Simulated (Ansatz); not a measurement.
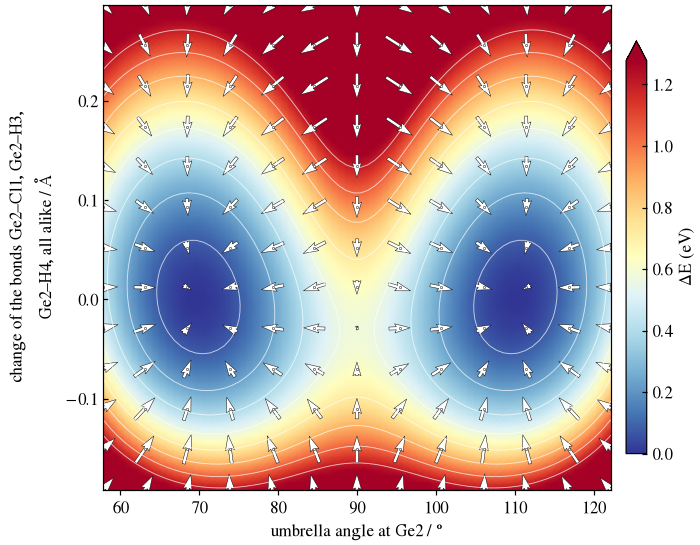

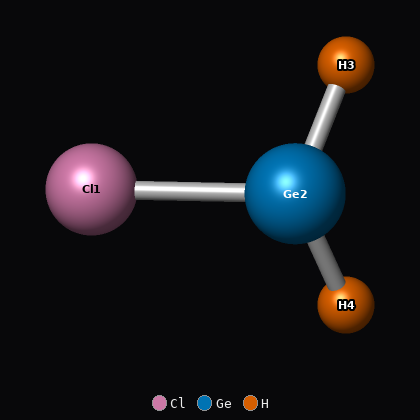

Energy landscape of ClGeH2, SMILES [Cl][GeH2], spin multiplicity 2. Coordinates scanned: (1) umbrella angle at Ge2 (between each of its bonds and their common axis; 90 is planar); (2) change of the bonds Ge2–Cl1, Ge2–H3, Ge2–H4, all alike. Nothing is relaxed (all other coordinates rigid). Grid: 13 × 13 points; 91 points were computed and 78 follow by symmetry. Points are written as (first, second). All energies are given in eV relative to the relaxed molecule at the same level. Theory: UKS BHLYP-D4/def2-TZVP in Ansatz 0.2.0.

The picture shows a smooth colour map with a few white contour lines, dots at the grid points, arrows along the force (downhill), their lengths compressed, one colour for all values above the top of the scale. Between grid points the surface is interpolated. The second picture is the structure at the lowest point.

Q: Summarise what can be read from the map.

A: The lowest grid point is at (68.5°, 0.012 Å), 0.007 eV from the relaxed molecule at the same level; the map holds 2 wells of about this depth. It is the only kind of minimum in the scanned range. The highest grid point, (90.0°, 0.297 Å), lies 2.51 eV above the lowest. On the interpolated surface the easiest way out of the lowest well to a well of about the same depth near (111.5°, 0.012 Å) passes a barrier of about 0.58 eV. Round the minimum the two coordinates are weakly coupled (coupling 0.13 in units of the two stiffnesses).

Grid values (eV):

| second ↓, first → | 57.8 | 63.1 | 68.5 | 73.9 | 79.3 | 84.6 | 90.0 | 95.4 | 100.7 | 106.1 | 111.5 | 116.9 | 122.2 |
| --- | --- | --- | --- | --- | --- | --- | --- | --- | --- | --- | --- | --- | --- |
| 0.297 | 1.63 | 1.44 | 1.39 | 1.48 | 1.71 | 2.07 | 2.52 | 2.07 | 1.71 | 1.48 | 1.39 | 1.44 | 1.63 |
| 0.256 | 1.35 | 1.15 | 1.09 | 1.19 | 1.42 | 1.79 | 2.16 | 1.79 | 1.42 | 1.19 | 1.09 | 1.15 | 1.35 |
| 0.215 | 1.10 | 0.88 | 0.82 | 0.91 | 1.15 | 1.51 | 1.81 | 1.51 | 1.15 | 0.91 | 0.82 | 0.88 | 1.10 |
| 0.174 | 0.88 | 0.64 | 0.57 | 0.66 | 0.89 | 1.24 | 1.49 | 1.24 | 0.89 | 0.66 | 0.57 | 0.64 | 0.88 |
| 0.134 | 0.70 | 0.44 | 0.36 | 0.44 | 0.67 | 0.99 | 1.21 | 0.99 | 0.67 | 0.44 | 0.36 | 0.44 | 0.70 |
| 0.093 | 0.55 | 0.28 | 0.18 | 0.26 | 0.47 | 0.77 | 0.96 | 0.77 | 0.47 | 0.26 | 0.18 | 0.28 | 0.55 |
| 0.052 | 0.46 | 0.17 | 0.06 | 0.12 | 0.33 | 0.60 | 0.77 | 0.60 | 0.33 | 0.12 | 0.06 | 0.17 | 0.46 |
| 0.012 | 0.44 | 0.13 | 0.01 | 0.05 | 0.24 | 0.50 | 0.64 | 0.50 | 0.24 | 0.05 | 0.01 | 0.13 | 0.44 |
| −0.029 | 0.51 | 0.17 | 0.03 | 0.06 | 0.23 | 0.46 | 0.58 | 0.46 | 0.23 | 0.06 | 0.03 | 0.17 | 0.51 |
| −0.070 | 0.67 | 0.31 | 0.15 | 0.16 | 0.32 | 0.52 | 0.63 | 0.52 | 0.32 | 0.16 | 0.15 | 0.31 | 0.67 |
| −0.110 | 0.94 | 0.56 | 0.38 | 0.37 | 0.50 | 0.68 | 0.78 | 0.68 | 0.50 | 0.37 | 0.38 | 0.56 | 0.94 |
| −0.151 | 1.36 | 0.95 | 0.75 | 0.72 | 0.83 | 0.99 | 1.07 | 0.99 | 0.83 | 0.72 | 0.75 | 0.95 | 1.36 |
| −0.192 | 1.95 | 1.51 | 1.28 | 1.23 | 1.32 | 1.45 | 1.52 | 1.45 | 1.32 | 1.23 | 1.28 | 1.51 | 1.95 |

The input of one point:

```yaml
crystal:
  periodic: [false, false, false]
  atoms:
    - { symbol: Cl, position_ang: [-1.555383, 0.352877, 0.997193] }
    - { symbol: Ge, position_ang: [0.108678, -0.449194, -0.142496] }
    - { symbol: H, position_ang: [0.079641, 0.292778, -1.501863] }
    - { symbol: H, position_ang: [1.381001, -0.077884, 0.659106] }
magnetization:
  spin_polarized: true
  initial_magnetization: 1
basis:
  gaussian: { orbitals: def2-TZVP }
hamiltonian:
  xc: { name: BHLYP }
  dispersion: d4
output:
  forces: true
```

Each point was launched as `ansatz run input.yaml --threads 1 --pin off --max-ram 2560MiB --backend cpu --events-out ev --progress --plain --runs-dir out`. The whole map (91 points run) took 7.3 min on 1 thread of Arm Neoverse V2 (shared host).
